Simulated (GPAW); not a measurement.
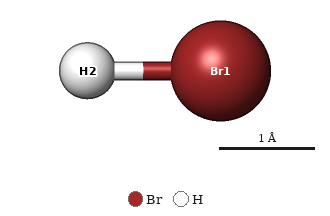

Figure 1. The starting structure (ball-and-stick view, seen on its broad side; atoms are numbered from 1 in the order of the input). Bond lengths as drawn: Br–H 1.40 Å.

# HBr: geometry relaxation (part 1 of 3)

HBr, SMILES Br, computed with RPBE/sz(dzp), UKS, dispersion D4, scalar-relativistic datasets (GPAW 26.7.0).

The atoms were displaced at random from an optimised geometry.

**The program's output**
```
__  _  _
 | _ |_)|_||  |
 |__||  | ||/\| - 26.7.0

units:  Angstrom and eV
cores:  1
OpenMP: False

Versions:
  Python: 3.12.14
  ASE:    3.29.0
  Numpy:  2.5.5
  Scipy:  1.18.1
  Libxc:  7.0.0

        _gpaw.cpython-312-aarch64-linux-gnu.so

Input parameters:
  mode=LCAO(),
  basis={'default': 'sz(dzp)'},
  h=0.2,
  maxiter=100,
  spinpol=True,
  symmetry=Symmetry(point_group=False, time_reversal=False),
  xc=XC(name='RPBE')
       .-------------------------.
      /|                         |
     / |                         |
    /  |                         |
   /   |                         |
  /    |                         |
 *     |                         |
 |     |                         |
 |     |                         |
 |     |          H              |
 |     |        Br               |
 |     |                         |
 |     |                         |
 |     .-------------------------.
 |    /                         /
 |   /                         /
 |  /                         /
 | /                         /
 |/                         /
 *-------------------------*

Atoms  # Å, Bohr magnetons
|   | symbol |        x |        y |        z |    initial magnetic moments |
|---|--------|----------|----------|----------|-----------------------------|
| 0 |     Br | 4.641731 | 5.093018 | 4.893649 | ( 0.0000,  0.0000,  0.0000) |
| 1 |      H | 5.758270 | 4.506983 | 5.506352 | ( 0.0000,  0.0000,  0.0000) |

Unit cell  # Å
| periodic |         x |        y |         z |   lengths |    angles |
|----------|-----------|----------|-----------|-----------|-----------|
|       no | 10.400000 | 0.000000 |  0.000000 | 10.400000 | 90.000000 |
|       no |  0.000000 | 9.600000 |  0.000000 |  9.600000 | 90.000000 |
|       no |  0.000000 | 0.000000 | 10.400000 | 10.400000 | 90.000000 |

Number of symmetries: 1
Symmetry operations  # r_c * U_cc + t_c -> r_c
|   | kind |            matrix            |
|---|------|------------------------------|
| 0 |  E   |  1, 0, 0,  0, 1, 0,  0, 0, 1 |

BZ-sampling:
  Number of BZ points: 1
  Number of IBZ points: 1

  Monkhorst-Pack size: [1, 1, 1]
  Monkhorst-Pack shift: [0, 0, 0]

K-points  # in reciprocal-cell coordinates
|   |                                coordinates |     weight |
|---|--------------------------------------------|------------|
| 0 | (  0.00000000,   0.00000000,   0.00000000) | 1.00000000 |

basis functions: 5
Spin-components: 2 (collinear spins)
Bands:           5
Projectors:      8
Spin-degeneracy: 1
Datatype:        <class 'float'>

  Storage: CPU
  Wave functions: 400 bytes (400 per core)

Parallelization:
  kpt:    1
  domain: 1
  band:   1

Density:
  Valence electrons: 8.0
  Components: 2
  Grid points: [52 48 52]
  Charge: 0.0  # |e|

Potential:
  Grid points: [52 48 52]

species:
  Br:
    name:    Bromine
    Z:       35.0
    valence: 7
    core:    28
    charge:  0.0  # [|e|]
    file:    Br.RPBE.gz
    compensation charges:
      type: gauss
      rc: 0.35  # [Å]
      lmax: 2
    cutoffs:
      filter: 1.98  # [Å]
      core: 2.38  # [Å]
    projectors
    | kind |    occ | energy [eV] | rcut [Å] |
    |------|--------|-------------|----------|
    |   4s |  2.000 |     -20.068 |    1.111 |
    |   4p |  5.000 |      -7.830 |    1.111 |
    |    s |        |       7.144 |    1.111 |
    |    p |        |      19.381 |    1.111 |
    |    d |        |       0.000 |    1.111 |

    LCAO basis set for Br:
      Name: sz(dzp)
      File: Br.dzp.basis.gz
      Number of radial functions: 2
      Number of spherical harmonics: 4
        l=0, rc=5.3594 Bohr: 4s-sz confined orbital
        l=1, rc=6.8125 Bohr: 4p-sz confined orbital
      Number of RI-basis functions 0

  H:
    name:    Hydrogen
    Z:       1.0
    valence: 1
    core:    0
    charge:  0.0  # [|e|]
    file:    H.RPBE.gz
    compensation charges:
      type: gauss
      rc: 0.15  # [Å]
      lmax: 2
    cutoffs:
      filter: 0.85  # [Å]
      core: 0.53  # [Å]
    projectors
    | kind |    occ | energy [eV] | rcut [Å] |
    |------|--------|-------------|----------|
    |   1s |  1.000 |      -6.572 |    0.476 |
    |    s |        |      20.639 |    0.476 |
    |    p |        |       0.000 |    0.476 |

    LCAO basis set for H:
      Name: sz(dzp)
      File: H.dzp.basis.gz
      Number of radial functions: 1
      Number of spherical harmonics: 1
        l=0, rc=6.4219 Bohr: 1s-sz confined orbital
      Number of RI-basis functions 0

Reference energy: -70921.434995  # eV

eigensolver:
  <gpaw.new.lcao.eigensolver.LCAOEigensolver object at 0xe0f91df99a30>
density mixing:
  MSR1-Mixer
  Pratt-step length: 0.05
  Maximum mixing coefficient: 0.75
  Old densities: 10
  SVD Regularization: 0.005
  Good broyden scale: 1.0
  Trust region scale: 1.0
  Backstep threshold: 4.0
  History deletion threshold: 6.0
  Fourier metric: weight=20.0, sigma=0.015

occupation numbers:
  # Zero width

FastPoissonSolver using
    Stencil: 6*3+1=19 point O(h^6) finite-difference Laplacian
    FFT axes: []
    FST axes: [np.int64(1), np.int64(0), np.int64(2)]

xc functional:
  name: RPBE with 2 nearest neighbor stencil
interpolation: tri-quintic # 5. degree polynomial

       .-------------------------.
      /|                         |
     / |                         |
    /  |                         |
   /   |                         |
  /    |                         |
 *     |                         |
 |     |                         |
 |     |                         |
 |     |          H              |
 |     |        Br               |
 |     |                         |
 |     |                         |
 |     .-------------------------.
 |    /                         /
 |   /                         /
 |  /                         /
 | /                         /
 |/                         /
 *-------------------------*

Atoms  # Å, Bohr magnetons
|   | symbol |        x |        y |        z |    initial magnetic moments |
|---|--------|----------|----------|----------|-----------------------------|
| 0 |     Br | 4.641731 | 5.093018 | 4.893649 | ( 0.0000,  0.0000,  0.0000) |
| 1 |      H | 5.758270 | 4.506983 | 5.506352 | ( 0.0000,  0.0000,  0.0000) |

Unit cell  # Å
| periodic |         x |        y |         z |   lengths |    angles |
|----------|-----------|----------|-----------|-----------|-----------|
|       no | 10.400000 | 0.000000 |  0.000000 | 10.400000 | 90.000000 |
|       no |  0.000000 | 9.600000 |  0.000000 |  9.600000 | 90.000000 |
|       no |  0.000000 | 0.000000 | 10.400000 | 10.400000 | 90.000000 |

Number of symmetries: 1
Symmetry operations  # r_c * U_cc + t_c -> r_c
|   | kind |            matrix            |
|---|------|------------------------------|
| 0 |  E   |  1, 0, 0,  0, 1, 0,  0, 0, 1 |

BZ-sampling:
  Number of BZ points: 1
  Number of IBZ points: 1

  Monkhorst-Pack size: [1, 1, 1]
  Monkhorst-Pack shift: [0, 0, 0]

K-points  # in reciprocal-cell coordinates
|   |                                coordinates |     weight |
|---|--------------------------------------------|------------|
| 0 | (  0.00000000,   0.00000000,   0.00000000) | 1.00000000 |

basis functions: 5
Spin-components: 2 (collinear spins)
Bands:           5
Projectors:      8
Spin-degeneracy: 1
Datatype:        <class 'float'>

  Storage: CPU
  Wave functions: 400 bytes (400 per core)

Parallelization:
  kpt:    1
  domain: 1
  band:   1

Density:
  Valence electrons: 8.0
  Components: 2
  Grid points: [52 48 52]
  Charge: 0.0  # |e|

Potential:
  Grid points: [52 48 52]

species:
  Br:
    name:    Bromine
    Z:       35.0
    valence: 7
    core:    28
    charge:  0.0  # [|e|]
    file:    Br.RPBE.gz
    compensation charges:
      type: gauss
      rc: 0.35  # [Å]
      lmax: 2
    cutoffs:
      filter: 1.98  # [Å]
      core: 2.38  # [Å]
    projectors
    | kind |    occ | energy [eV] | rcut [Å] |
    |------|--------|-------------|----------|
    |   4s |  2.000 |     -20.068 |    1.111 |
    |   4p |  5.000 |      -7.830 |    1.111 |
    |    s |        |       7.144 |    1.111 |
    |    p |        |      19.381 |    1.111 |
    |    d |        |       0.000 |    1.111 |

    LCAO basis set for Br:
      Name: sz(dzp)
      File: Br.dzp.basis.gz
      Number of radial functions: 2
      Number of spherical harmonics: 4
        l=0, rc=5.3594 Bohr: 4s-sz confined orbital
        l=1, rc=6.8125 Bohr: 4p-sz confined orbital
      Number of RI-basis functions 0

  H:
    name:    Hydrogen
    Z:       1.0
    valence: 1
    core:    0
    charge:  0.0  # [|e|]
    file:    H.RPBE.gz
    compensation charges:
      type: gauss
      rc: 0.15  # [Å]
      lmax: 2
    cutoffs:
      filter: 0.85  # [Å]
      core: 0.53  # [Å]
    projectors
    | kind |    occ | energy [eV] | rcut [Å] |
    |------|--------|-------------|----------|
    |   1s |  1.000 |      -6.572 |    0.476 |
    |    s |        |      20.639 |    0.476 |
    |    p |        |       0.000 |    0.476 |

    LCAO basis set for H:
      Name: sz(dzp)
      File: H.dzp.basis.gz
      Number of radial functions: 1
      Number of spherical harmonics: 1
        l=0, rc=6.4219 Bohr: 1s-sz confined orbital
      Number of RI-basis functions 0

Reference energy: -70921.434995  # eV

eigensolver:
  <gpaw.new.lcao.eigensolver.LCAOEigensolver object at 0xe0f91dfcef00>
density mixing:
  MSR1-Mixer
  Pratt-step length: 0.05
  Maximum mixing coefficient: 0.75
  Old densities: 10
  SVD Regularization: 0.005
  Good broyden scale: 1.0
  Trust region scale: 1.0
  Backstep threshold: 4.0
  History deletion threshold: 6.0
  Fourier metric: weight=20.0, sigma=0.015

occupation numbers:
  # Zero width

FastPoissonSolver using
    Stencil: 6*3+1=19 point O(h^6) finite-difference Laplacian
    FFT axes: []
    FST axes: [np.int64(1), np.int64(0), np.int64(2)]

xc functional:
  name: RPBE with 2 nearest neighbor stencil
interpolation: tri-quintic # 5. degree polynomial

Initialization done in: 2.075 s

convergence criteria:
- Maximum [total energy] change in last 3 cyles: 0.0005 eV / valence electron
- Maximum integral of absolute [dens]ity change: 0.0001 electrons / valence electron
- Maximum integral of absolute [eigenst]ate change: 4e-08 eV^2 / valence electron
maximum number of iterations: 100

SCF iterations
|iter     |     time |      energy | eigst |  dens |  magmom |
|---------|----------|-------------|-------|-------|---------|
|iter:   1| 00:00:02 |   -3.524209 |      c|       |  +0.0000|
|iter:   2| 00:00:03 |   -3.478670 |      c| -1.00 |  +0.0000|
|iter:   3| 00:00:03 |   -3.144406 |      c| -1.03 |  +0.0000|
|iter:   4| 00:00:04 |   -3.125015 |      c| -1.58 |  +0.0000|
|iter:   5| 00:00:04 |   -3.124676 |      c| -2.45 |  +0.0000|
|iter:   6| 00:00:05 |   -3.124667c|      c| -3.35 |  +0.0000|
|iter:   7| 00:00:05 |   -3.124667c|      c| -4.99c|  +0.0000|

Converged in 7 steps
SCF loop duration: 2.937 s (0.420 s/step)
Energy contributions relative to reference atoms: (reference = -70921.434995)

Energy contributions:
  Kinetic:          15.924758
  Coulomb:         -14.608079
  Zero:              0.015492
  External:          0.000000
  Xc:               -4.456839
  Entropy:           0.000000
  Spinorbit:         0.000000
  ----------------------------
  Free energy:      -3.124667
  Extrapolated:     -3.124667

dipole moment: (0.121781, -0.063923, 0.066832)  # |e|*Ang

Total magnetic moment: (0.000000, 0.000000, 0.000000)

Local magnetic moments
|        x |        y |         z |
|----------|----------|-----------|
| 0.000000 | 0.000000 | -0.000000 |  # Br   0
| 0.000000 | 0.000000 |  0.000000 |  # H    1

Fermi level: -3.673
Eigenvalues  # (at kpt = [0.000, 0.000, 0.000])
| band index |      eig [eV] | occ [0-1] |      eig [eV] | occ [0-1] |
|------------|---------------|-----------|---------------|-----------|
|          0 |       -20.664 |     1.000 |       -20.664 |     1.000 |
|          1 |       -11.093 |     1.000 |       -11.093 |     1.000 |
|          2 |        -7.049 |     1.000 |        -7.049 |     1.000 |
|          3 |        -7.048 |     1.000 |        -7.048 |     1.000 |
|          4 |        -0.298 |     0.000 |        -0.298 |     0.000 |

Gap: 6.751 eV
Transition (v -> c):
  (s=0, k=0, n=3, [0.00, 0.00, 0.00]) -> (s=1, k=0, n=4, [0.00, 0.00, 0.00])
No difference between direct/indirect transitions
vacuum-level: 0.000  # V

Forces  # eV/Ang
|        x |        y |        z |
|----------|----------|----------|
| -4.17921 |  2.19671 | -2.28599 |  # Br   0
|  4.17106 | -2.19267 |  2.29090 |  # H    1

Force computation time: 0.026  # s
      Step     Time          Energy          fmax
FIRE:    0 00:00:05       -3.155961        5.246880
       .-------------------------.
      /|                         |
     / |                         |
    /  |                         |
   /   |                         |
  /    |                         |
 *     |                         |
 |     |                         |
 |     |                         |
 |     |          H              |
 |     |        Br               |
 |     |                         |
 |     |                         |
 |     .-------------------------.
 |    /                         /
 |   /                         /
 |  /                         /
 | /                         /
 |/                         /
 *-------------------------*

Atoms  # Å, Bohr magnetons
|   | symbol |        x |        y |        z |    initial magnetic moments |
|---|--------|----------|----------|----------|-----------------------------|
| 0 |     Br | 4.599929 | 5.114990 | 4.870783 | ( 0.0000,  0.0000, -0.0000) |
| 1 |      H | 5.799990 | 4.485051 | 5.529266 | ( 0.0000,  0.0000,  0.0000) |
```
